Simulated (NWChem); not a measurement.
# r2SCAN/x2c-SVPall-2c (DKH2) run of SiNH2Cl (SMILES N[Si]Cl)

Aim: the energy difference between two shapes of SiNH2Cl at r2SCAN/x2c-SVPall-2c (DKH2), from 2 runs. 

The calculation is run with NWChem 7.3.0.

2 further runs of the same task are left out: 2 set aside as unsound or not needed.

**1. Starting point**

SiNH2Cl has 5 atoms, charge 0, and is taken as a singlet. SMILES: `N[Si]Cl`. The coordinates come from a PBE0-D4/def2-TZVP relaxation. This is one conformer, not always the lowest.

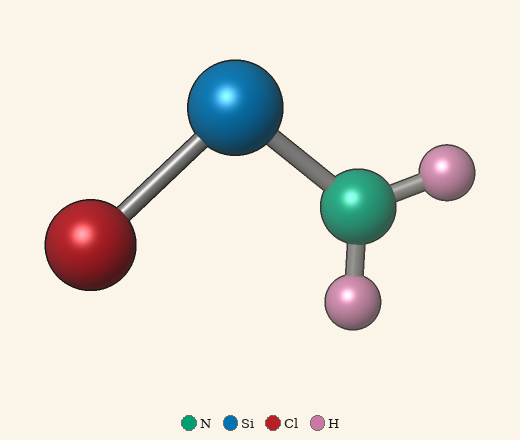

Viewed from a chosen angle; nitrogen teal, silicon blue, chlorine red, hydrogen pink.

**2. Energy and one-electron properties at r2SCAN/x2c-SVPall-2c (DKH2)**

Input file nw.nw:

```
START nw
TITLE "ClH2NSi"
memory 2200 mb
charge 0
GEOMETRY noautosym nocenter noautoz
 N     -0.148200     0.583400    -0.233900
 Si    -0.116200    -0.341800     1.192600
 Cl     0.649000    -2.124500     0.377300
 H     -0.473300     1.538600    -0.227400
 H      0.138600     0.270600    -1.150000
END
BASIS spherical bse
 * library x2c-SVPall-2c
END
RELATIVISTIC
 douglas-kroll dkh
END
DFT
 xc r2scan
 mult 1
 grid medium
 convergence energy 1e-05
 mulliken
END
PROPERTY
 electrondensity
 quadrupole
 dipole
 efieldgrad
 mulliken
 moldenfile
 molden_norm janpa
END
TASK dft property
```

On the command line:

```console
nwchem nw.nw > nw.out
```

The log of the run:

```text
[...]
          Wavefunction type:  closed shell.
          No. of atoms     :     5
          No. of electrons :    40
[...]
          Charge           :     0
          Spin multiplicity:     1
[...]
          AO basis - number of functions:    66
[...]
              XC Information
              --------------
                      r^2SCAN Method XC Functional
               r^2SCAN metaGGA Exchange Functional  1.000
                     r^2SCAN Correlation Potential  1.000
[...]
 d= 0,ls=0.0,diis     1   -807.3184733391 -9.39D+02  1.55D-02  4.39D-01     4.4
[...]
 d= 0,ls=0.0,diis     9   -807.3642416806 -8.72D-08  1.48D-06  1.38D-08    18.6
         Total DFT energy =     -807.364241680579
      One electron energy =    -1376.873510876260
           Coulomb energy =      495.135166385561
    Exchange-Corr. energy =      -57.016225505992
 Nuclear repulsion energy =      131.390328316113
[...]
      Total Density - Mulliken Population Analysis
     ---------------------------------------------
    Atom       Charge   Shell Charges
 -----------   ------   -------------------------------------------------------
    1 N    7     7.37   1.99  1.00  0.43  2.44  1.50  0.01
    2 Si  14    13.61   2.00  1.99  1.23  0.57  0.08  5.84  0.96  0.75  0.21
    3 Cl  17    17.33   2.00  1.99  1.22  0.75  0.06  5.88  2.09  3.32  0.02
    4 H    1     0.84   0.70  0.09  0.05
    5 H    1     0.85   0.70  0.11  0.05
[...]
   Dipole moment        2.9519775675 Debye(s)
             DMX       -0.5117211195 DMXEFC        0.0000000000
             DMY        2.4346151289 DMYEFC        0.0000000000
             DMZ       -1.5890129732 DMZEFC        0.0000000000
   -EFC- dipole         0.0000000000 DEBYE(S)
   Total dipole         2.9519775675 DEBYE(S)
[...]
```

Wall time 20 s (1 thread of AMD EPYC 7B13 (Zen 3), shared host); peak memory 0.12 GiB.

Atomic charges (e):

| atom | Mulliken | Löwdin |
| --- | --- | --- |
| N1 | -0.367 | -0.180 |
| Si2 | +0.387 | +0.150 |
| Cl3 | -0.325 | -0.120 |
| H4 | +0.156 | +0.070 |
| H5 | +0.149 | +0.070 |

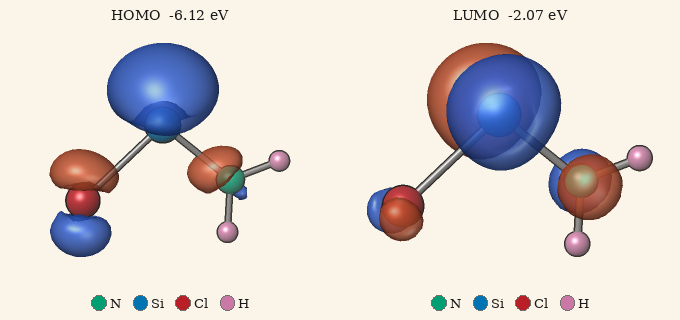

Frontier orbitals of this run, surfaces at ±0.2 Å^-3/2.

**3. The distorted shape**

Input file geom.nw:

```
START geom
TITLE "ClH2NSi"
memory total 2200 mb

GEOMETRY noautosym nocenter
zmatrix
  N
  Si 1 r2
  Cl 2 r3 1 a3
  H 1 r4 2 a4 3 d4
  H 1 r5 4 a5 2 d5
variables
  r2 1.638911
  r3 2.145966
  a3 98.0068
  r4 1.019352
  a4 118.51155
  d4 175.37476
  r5 0.970548
  a5 113.74897
  d5 169.10671
end
END

BASIS "ao basis" spherical bse
* library x2c-SVPall-2c
END

RELATIVISTIC
douglas-kroll dkh
END

DFT
xc r2scan
mult 1
grid medium
convergence energy 1e-05
mulliken
END

PROPERTY
electrondensity
quadrupole
dipole
efieldgrad
mulliken
moldenfile
molden_norm janpa
END

TASK dft property
```

On the command line:

```console
nwchem geom.nw > geom.out
```

The log of the run:

```text
[...]
          Wavefunction type:  closed shell.
          No. of atoms     :     5
          No. of electrons :    40
[...]
          Charge           :     0
          Spin multiplicity:     1
[...]
          AO basis - number of functions:    66
[...]
              XC Information
              --------------
                      r^2SCAN Method XC Functional
               r^2SCAN metaGGA Exchange Functional  1.000
                     r^2SCAN Correlation Potential  1.000
[...]
 d= 0,ls=0.0,diis     1   -807.3123138864 -9.39D+02  1.55D-02  4.45D-01     4.3
[...]
 d= 0,ls=0.0,diis     9   -807.3586088060 -7.92D-08  1.28D-06  8.77D-09    18.7
         Total DFT energy =     -807.358608806035
      One electron energy =    -1377.748664872531
           Coulomb energy =      495.610745323899
    Exchange-Corr. energy =      -57.047118262376
 Nuclear repulsion energy =      131.826429004973
[...]
      Total Density - Mulliken Population Analysis
     ---------------------------------------------
    Atom       Charge   Shell Charges
 -----------   ------   -------------------------------------------------------
    1 N    7     7.31   1.99  1.00  0.40  2.48  1.45  0.01
    2 Si  14    13.63   2.00  1.99  1.22  0.58  0.08  5.84  0.97  0.74  0.22
    3 Cl  17    17.35   2.00  1.99  1.22  0.76  0.06  5.88  2.08  3.35  0.02
    4 H    1     0.84   0.70  0.09  0.05
    5 H    1     0.87   0.72  0.10  0.05
[...]
   Dipole moment        3.3379493443 Debye(s)
             DMX       -1.6269471794 DMXEFC        0.0000000000
             DMY       -0.2756535407 DMYEFC        0.0000000000
             DMZ       -2.9015450757 DMZEFC        0.0000000000
   -EFC- dipole         0.0000000000 DEBYE(S)
   Total dipole         3.3379493443 DEBYE(S)
[...]
```

Wall time 20 s (1 thread of AMD EPYC 7B13 (Zen 3), shared host); peak memory 0.23 GiB.

Atomic charges (e):

| atom | Mulliken | Löwdin |
| --- | --- | --- |
| N1 | -0.315 | -0.140 |
| Si2 | +0.366 | +0.160 |
| Cl3 | -0.348 | -0.150 |
| H4 | +0.162 | +0.090 |
| H5 | +0.134 | +0.050 |

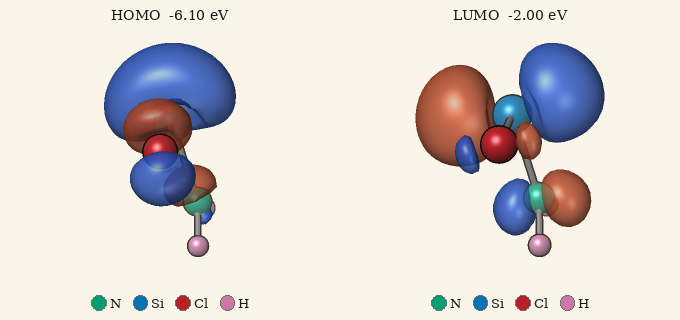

Frontier orbitals of this run, surfaces at ±0.2 Å^-3/2.

**4. Results**

At r2SCAN/x2c-SVPall-2c (DKH2):

| quantity | value |
| --- | --- |
| first shape: total energy | -807.36424 Eh |
| first shape: dipole moment | 2.95 D |
| first shape: HOMO energy | -6.12 eV |
| first shape: LUMO energy | -2.07 eV |
| first shape: HOMO–LUMO gap | 4.05 eV |
| distorted shape: total energy | -807.35861 Eh |
| distorted shape: dipole moment | 3.34 D |
| distorted shape: HOMO energy | -6.10 eV |
| distorted shape: LUMO energy | -2.00 eV |
| distorted shape: HOMO–LUMO gap | 4.10 eV |
| energy change with the atoms displaced | 0.153 eV |

What this shows: With the atoms displaced the energy rises by 0.15 eV (14.8 kJ/mol). The first shape isn't relaxed at this level, so the change isn't measured from a minimum. Mulliken charges (distorted shape) run from -0.35 on Cl3 to +0.37 on Si2.
